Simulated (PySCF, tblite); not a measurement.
# C6H8NSi radical: geometry, infrared bands and EPR parameters

What infrared bands and EPR parameters should C6H8NSi radical (`C#CC[C@@H]([CH2])[SiH2]C#N`) show?

Computed with tblite 0.8.0 and PySCF 2.14.0, with density-fitted response routines of our own, on a single molecule in the gas phase. Atoms count from 0, in the outputs and in this text.

### Step 1. The starting structure

16 atoms, charge 0, multiplicity 2; geometry from: force field or distance geometry start.

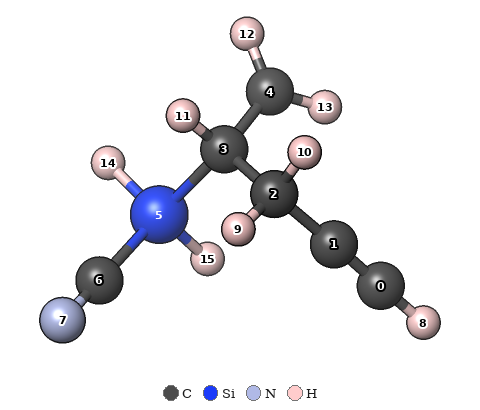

The starting geometry (carbon dark grey, silicon blue, nitrogen light blue, hydrogen pink), atoms numbered.

### Step 2. Optimising the geometry with GFN2-xTB

What the job is given:

```
{"job": {"kind": "relax", "xc": "GFN2-xTB", "basis": "xTB"}, "charge": 0, "multiplicity": 2}
C     -2.561700    -0.771700    -1.031300
C     -1.511400    -0.214100    -1.128100
C     -0.190300     0.449800    -1.233700
C      0.479100     0.751200     0.111900
C     -0.295300     1.741800     0.957000
Si     0.974300    -0.828700     1.109400
C      2.025500    -1.964300     0.040500
N      2.681200    -2.648300    -0.627300
H     -3.510200    -1.260400    -0.956200
H      0.456400    -0.161400    -1.858800
H     -0.341600     1.396700    -1.780000
H      1.434700     1.223100    -0.113600
H      0.221100     2.539600     1.484900
H     -1.365000     1.655400     1.074000
H      1.741800    -0.382700     2.316600
H     -0.246100    -1.517200     1.623300
```

On the command line:

```console
> OMP_NUM_THREADS=1 python probes_run.py task.json out
```

This one command runs all jobs of the session in turn.

The log of the run:

```text
step      E/eV     max force
  0    -581.17376    1.622
  1    -581.17825    4.139
  2    -581.29529    0.827
  3    -581.30583    1.558
  4    -581.32478    0.804
  5    -581.34189    0.445
  6    -581.36398    0.408
  7    -581.37751    0.351
  8    -581.38577    0.193
  9    -581.39045    0.159
 10    -581.39413    0.168
 11    -581.39749    0.162
 12    -581.40055    0.138
 13    -581.40327    0.121
 14    -581.40572    0.153
 15    -581.40829    0.137
 16    -581.41137    0.143
 17    -581.41465    0.164
 18    -581.41785    0.202
 19    -581.42117    0.235
 20    -581.42416    0.169
 21    -581.42617    0.090
 22    -581.42742    0.094
 23    -581.42838    0.102
 24    -581.42944    0.110
 25    -581.43051    0.088
 26    -581.43124    0.066
 27    -581.43165    0.042
 28    -581.43199    0.055
 29    -581.43240    0.060
 30    -581.43285    0.056
 31    -581.43323    0.053
 32    -581.43350    0.041
 33    -581.43369    0.031
 34    -581.43384    0.028
 35    -581.43400    0.046
 36    -581.43418    0.060
 37    -581.43438    0.055
 38    -581.43460    0.033
 39    -581.43480    0.030
 40    -581.43497    0.038
 41    -581.43512    0.039
 42    -581.43523    0.023
 43    -581.43530    0.021
 44    -581.43537    0.029
 45    -581.43545    0.041
 46    -581.43554    0.035
 47    -581.43561    0.017
 48    -581.43565    0.017
 49    -581.43569    0.020
 50    -581.43574    0.024
 51    -581.43579    0.018
 52    -581.43582    0.013
 53    -581.43584    0.010
```

It took 0.45 s on 1 thread of AMD EPYC 7B13, shared host; peak memory 0.18 GiB.

Relaxation path: (not every step is listed)

```csv
step,energy from step 0 (eV),largest force (eV/Å)
0,0.0000,1.6224
1,-0.0045,4.1391
2,-0.1215,0.8270
3,-0.1321,1.5575
4,-0.1510,0.8036
5,-0.1681,0.4452
6,-0.1902,0.4082
7,-0.2038,0.3511
8,-0.2120,0.1933
12,-0.2268,0.1381
16,-0.2376,0.1435
20,-0.2504,0.1687
24,-0.2557,0.1102
28,-0.2582,0.0546
32,-0.2597,0.0414
36,-0.2604,0.0598
40,-0.2612,0.0377
44,-0.2616,0.0286
48,-0.2619,0.0172
49,-0.2619,0.0204
50,-0.2620,0.0245
51,-0.2620,0.0177
52,-0.2621,0.0135
53,-0.2621,0.0098
```

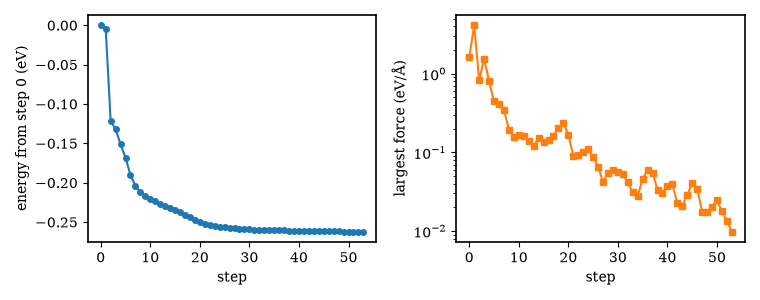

Energy and largest force along the relaxation.

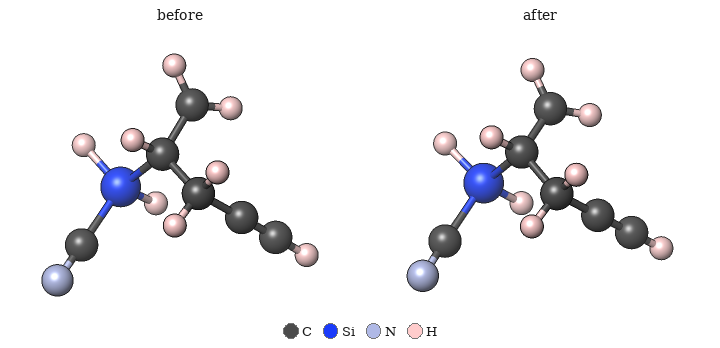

Before and after, at one scale.

Close pairs (by a distance rule), those that changed most:

```csv
bond,before (Å),after (Å),change (Å)
C3–C4,1.515,1.446,-0.069
Si5–H14,1.498,1.462,-0.037
C1–C2,1.482,1.447,-0.035
Si5–H15,1.492,1.457,-0.035
C3–Si5,1.933,1.955,+0.022
C0–H8,1.070,1.049,-0.021
Si5–C6,1.881,1.864,-0.016
C4–H12,1.087,1.072,-0.015
```

The final coordinates are the input of the step that follows.

### Step 3. Vibrational analysis with GFN2-xTB

What the job is given:

```
{"job": {"kind": "ir", "xc": "GFN2-xTB", "basis": "xTB"}, "charge": 0, "multiplicity": 2}
C     -2.487020    -0.734544    -0.910634
C     -1.427700    -0.206618    -1.087861
C     -0.149670     0.443883    -1.279911
C      0.523108     0.823158     0.045016
C     -0.286868     1.613313     0.944496
Si     0.893422    -0.754348     1.139331
C      1.926241    -1.900882     0.092883
N      2.556065    -2.533051    -0.629888
H     -3.414521    -1.204178    -0.771797
H      0.505687    -0.222855    -1.849533
H     -0.307577     1.353458    -1.870337
H      1.483582     1.301935    -0.161616
H      0.161616     2.296965     1.638568
H     -1.354127     1.505462     0.947422
H      1.717699    -0.330918     2.269824
H     -0.347536    -1.441837     1.472627
```

The log of the run:

```text
mode    cm-1     km/mol
  1      34.5      2.35
  2      79.2      9.43
  3      89.0      3.99
  4     134.7      0.43
  5     149.3      4.92
  6     247.0      5.35
  7     262.7      3.60
  8     301.2      0.15
  9     319.9      1.48
 10     338.0      0.67
 11     362.3      1.24
 12     452.5     44.18
 13     510.2     59.31
 14     546.7     30.88
 15     585.7     16.58
 16     613.3      9.61
 17     629.8      3.12
 18     641.9     15.58
 19     676.7      9.52
 20     695.0    139.31
 21     723.1    185.89
 22     893.2      7.63
 23     920.3      6.25
 24     968.3      2.37
 25    1038.0     16.22
 26    1113.1      9.06
 27    1165.6      1.86
 28    1198.3     17.16
 29    1266.2      3.51
 30    1328.9      0.21
 31    1411.5      6.26
 32    1450.4      3.67
 33    2280.8    269.57
 34    2293.4      5.97
 35    2307.5    212.86
 36    2322.0    239.13
 37    2924.8     26.59
 38    2932.8     32.69
 39    2949.2     30.38
 40    3134.1     10.19
 41    3175.6     30.50
 42    3398.7      3.56
```

It took 0.69 s on 1 thread of AMD EPYC 7B13, shared host; peak memory 0.18 GiB.

The strongest bands and the atoms that carry them (share of the mass-weighted mode):

```csv
cm⁻¹,km/mol,atoms
452,44.2,"H14 28 %, H15 27 %, Si5 15 %, C1 10 %"
510,59.3,"H13 42 %, H12 25 %, C4 10 %"
695,139.3,"H14 45 %, H15 43 %"
723,185.9,"H15 44 %, H14 43 %, Si5 10 %"
2281,269.6,H14 97 %
2308,212.9,"C6 57 %, N7 42 %"
2322,239.1,H15 96 %
2933,32.7,H11 87 %
```

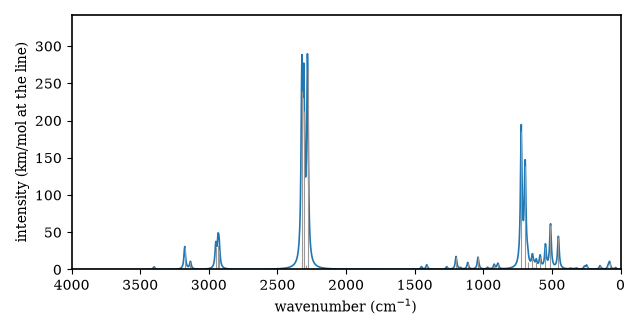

The infrared spectrum from these modes, unscaled. Lines are broadened to a width of 14 cm⁻¹ (Lorentzian).

### Step 4. EPR parameters: B3LYP/pcH-1

Same as in step 3 but for these lines:

```diff
@@ -1,2 +1,2 @@
-{"job": {"kind": "ir", "xc": "GFN2-xTB", "basis": "xTB"}, "charge": 0, "multiplicity": 2}
+{"job": {"kind": "epr", "basis": "pcH-1"}, "charge": 0, "multiplicity": 2}
 C     -2.487020    -0.734544    -0.910634
```

With the program's defaults for keys left out, this is: UKS B3LYP, pcH-1 on C H N Si, non-relativistic, mean-field spin-orbit, GIAO.

The log of the run:

```text
UKS, coarse grid
  cycle   1  E = -577.51331197  |g| = 3.98e-01
  cycle   2  E = -577.38356305  |g| = 6.64e-01
  cycle   3  E = -577.57505221  |g| = 2.09e-01
  cycle   4  E = -577.59338111  |g| = 3.69e-02
  cycle   5  E = -577.59400435  |g| = 1.32e-02
  cycle   6  E = -577.59409404  |g| = 4.94e-03
  cycle   7  E = -577.59410385  |g| = 3.52e-03
  cycle   8  E = -577.59411012  |g| = 1.15e-03
  cycle   9  E = -577.59411090  |g| = 2.97e-04
UKS, final grid
  cycle   1  E = -577.59409189  |g| = 4.12e-04
  cycle   2  E = -577.59409174  |g| = 7.14e-04
  cycle   3  E = -577.59409196  |g| = 1.76e-04
  cycle   4  E = -577.59409198  |g| = 2.19e-05
  cycle   5  E = -577.59409198  |g| = 1.57e-05
E = -577.59409198 Eh   <S^2> = 0.7542 (exact 0.7500)
g shifts (ppm)      1          2          3
  rmc          -148       -148       -148
  gc             14         28          3
  oz_so        -108        399       1401
  total        -242        279       1256
hyperfine (MHz)  atom isotope    a_iso     a_fc   dipolar eigenvalues
    0   13C       0.00       0.00     -0.47     -0.29      0.76
    1   13C       0.64       0.64     -0.59     -0.49      1.08
    2   13C      27.54      27.54     -2.66     -2.14      4.80
    3   13C     -28.25     -28.26     -4.26      0.25      4.01
    4   13C      76.31      76.41    -74.36    -73.45    147.81
    5  29Si    -190.55    -190.72    -21.38      9.08     12.31
    6   13C      37.69      37.69     -2.58     -1.52      4.09
    7   14N       0.90       0.91     -1.08     -0.83      1.92
    8    1H      -0.19      -0.19     -0.78     -0.72      1.50
    9    1H      -0.78      -0.78     -2.52     -1.45      3.98
   10    1H       2.11       2.11     -3.64     -2.05      5.69
   11    1H      47.57      47.57     -4.22     -3.55      7.77
   12    1H     -59.17     -59.18    -36.16      0.52     35.64
   13    1H     -60.06     -60.08    -36.03      0.59     35.45
   14    1H      -5.33      -5.33     -3.62     -1.38      5.01
   15    1H      -5.31      -5.31     -3.64     -1.37      5.01
```

Wall time 75 s (1 thread of AMD EPYC 7B13, shared host); peak memory 1.1 GiB.

Principal g values 2.00208, 2.00260, 2.00358; g(iso) = 2.00275, against 2.00232 for a free electron.

Hyperfine couplings; where a row names several nuclei, a(iso) is their mean (it holds for fast rotation or exchange) and the dipolar term the largest among them:

```csv
nuclei,isotope,a(iso) (MHz),"a(iso) (G, at g = 2.0023)",largest dipolar term (MHz)
Si5,29Si,-190.6,-68.0,-21.4
C4,13C,76.3,27.2,147.8
"H12, H13",1H,-59.6,-21.3,-36.2
H11,1H,47.6,17.0,7.8
C6,13C,37.7,13.4,4.1
C3,13C,-28.3,-10.1,-4.3
C2,13C,27.5,9.8,4.8
H14,1H,-5.3,-1.9,5.0
H15,1H,-5.3,-1.9,5.0
H10,1H,2.1,0.8,5.7
N7,14N,0.9,0.3,1.9
H9,1H,-0.8,-0.3,4.0
C1,13C,0.6,0.2,1.1
H8,1H,-0.2,-0.1,1.5
```

Mulliken spin populations:

C0 0.00; C1 0.00; C2 0.02; C3 -0.07; C4 0.99; Si5 0.10; C6 0.02; N7 0.02; H8 0.00; H9 0.00; H10 0.01; H11 0.02; H12 -0.04; H13 -0.04; H14 0.00; H15 0.00

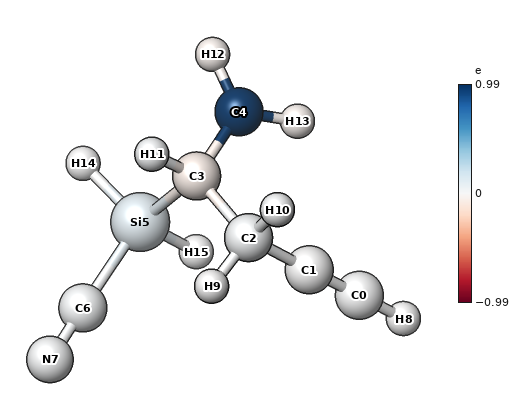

Mulliken spin populations, as colours on the atoms.

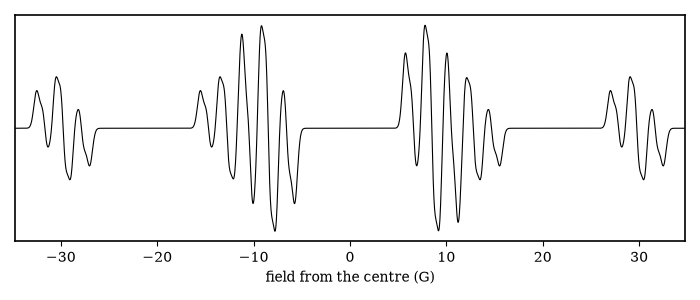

First-order isotropic spectrum (first derivative, main isotopes with spin only, couplings over 0.8 MHz, Gaussian width 0.3 G; couplings of the frozen geometry, rotation of groups not averaged beyond the rows shown).

Orbitals, density, ELF and potential are computed afterwards from the orbital file.

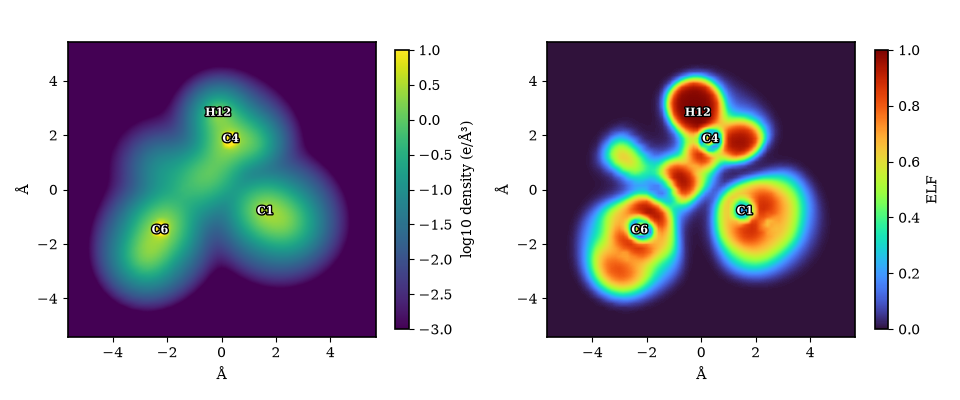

Density (left) and ELF (right) in a plane through or near 4 of the atoms.

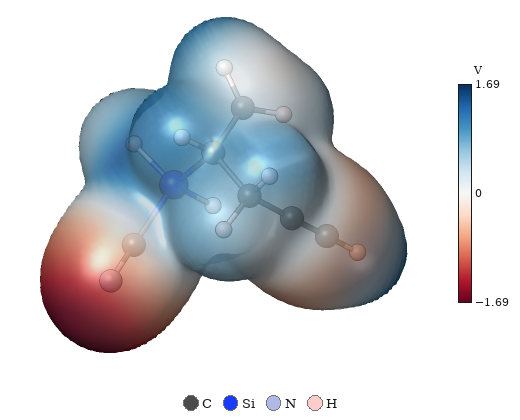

The potential that a unit positive charge feels on the 0.002 e/bohr³ surface, from -1.69 V near N7 to 1.50 V near H8.

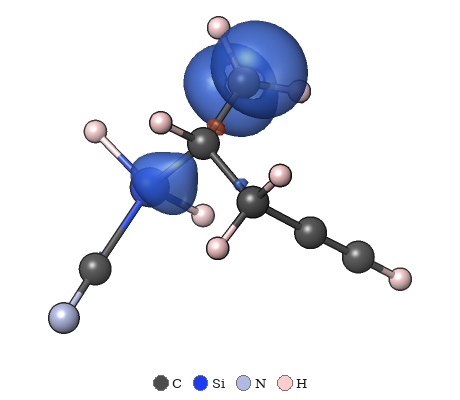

Spin density at ±0.04 e/Å³ (alpha excess blue, beta excess red).

### Step 5. What came out

| quantity | value |
| --- | --- |
| strongest single infrared mode (GFN2-xTB) | 2281 cm⁻¹, 270 km/mol |
| zero-point energy (GFN2-xTB) | 69.9 kcal/mol |
| g(iso) (B3LYP) | 2.00275 |
| ⟨S²⟩ | 0.754 (exact 0.75) |
| largest a(iso) (averaged by class) | 29Si on Si5, -190.6 MHz |
| potential on the surface of density 0.002 e/bohr³, 1st and 99th percentile | -1.69 V and 1.50 V |

**Reading.** Relaxing lowered the energy by 0.262 eV in 53 steps; the close pair that moved most is C3–C4, from 1.515 to 1.446 Å. All 42 modes are real, so the xTB geometry is a minimum. The strongest single mode, at 2281 cm⁻¹, moves mainly H14. GFN2-xTB is a fitted tight-binding method: band positions and strengths are rough. Its intensities can rank the bands wrongly. C4 carries the largest spin population, 0.99 e. The isotropic g lies 0.4 ppt above the free-electron value. These values are for one conformer; the search (at its own cheap level) found 2 more, at 0.21, 0.53 kcal/mol, and measured spectra average over such forms.
